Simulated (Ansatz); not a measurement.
Fields on a plane of SnSe2 (CdI2 type)

```yaml
crystal:
  lattice:
    - [3.82584, 0.00000, 0.00000]
    - [-1.91292, 3.31327, 0.00000]
    - [0.00000, 0.00000, 6.23092]
  atoms:
    - { symbol: Sn, position: [0.00000, 0.00000, 0.00000] }
    - { symbol: Se, position: [0.33333, 0.66667, 0.25294] }
    - { symbol: Se, position: [0.66667, 0.33333, 0.74706] }
```

The slice is a (0001) plane (indices of the conventional cell) through the point (0.667, 0.333, 0.747) (fractional), spanned by u = [110] and v = [1 -1 0] in vectors of this cell: u (3.83 Å) and v (6.63 Å, at 90° to u). It covers one period; positions are fractions (u, v).

Atoms on it: Se at (0.00, 0.00); Se at (0.50, 0.50).

These are r2SCAN+rVV10 (plane waves to 500 eV, PAW, scalar-relativistic; Ansatz, a first-principles code) values and carry that method's errors. k mesh 10×10×6. Inside the PAW spheres the values are not all-electron values, and peaks at nuclei hang on which shells count as valence. SnSe2 was relaxed with its symmetry unable to fall.

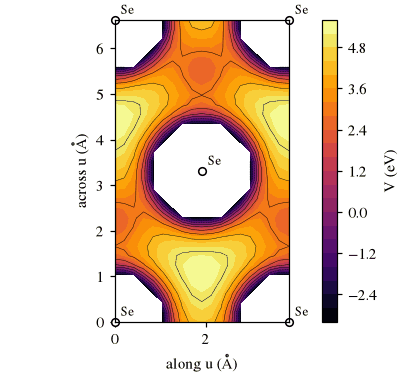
Figure. Electrostatic potential energy of an electron, from the cell's mean, in eV, one period of the plane, atoms marked. Points within 1 Å of a nucleus are left white, as the pseudised field means little there. Values under -3 eV are set to -3. The zero, the cell's mean, hangs on the PAW cores.

```
|@@%%##++==--::::......::::--==++##%%|
|%%##**++==--::::......::::--==++**##|
|**++++==----::::......::::----==++++|
|======----::::..........::::----====|
|--------::::::..........::::::------|
|::::::::::..................::::::::|
|....................................|
|..................::................|
|        ......::::::::::......      |
|        ....::::------::::....      |
|      ....::--------------::....    |
|      ..::----==========----::..    |
|    ..::::--==++++**++++==--::::..  |
|  ....::--==++**##%%##**++==--::....|
|......::--==++##%%@@%%##++==--::....|
|....::::--==**##@@@@@@##**==--::::..|
|....::::--==++##%%@@%%##++==--::::..|
|....::::--==++**##%%##**++==--::::..|
|....::::----==++++**++++==----::::..|
|......::::----==========----::::....|
|......::::::--------------::::::....|
|..........::::::::::::::::::........|
|....................................|
|::..................................|
|::::::......              ......::::|
|----::::....              ....::::--|
|--------::....          ....::------|
|======----::..          ..::----====|
|**++++==--::::..      ..::::--==++++|
|%%##**++==--::....  ....::--==++**##|
|@@%%##++==--::..........::--==++##%%|
|@@@@##**==--::::......::::--==**##@@|
```
Scale: ten equal steps from -1.55 (start of ' ') to 1.66 (end of '@'), in the order ' .:-=+*#%@'. Values: log₁₀ of the valence density in e/Å³. The map has 18 points along u (two characters each, u = 0 at the left) and 32 along v (v = 0 in the bottom row). The scale is logarithmic, as a density can span decades between atoms and voids.
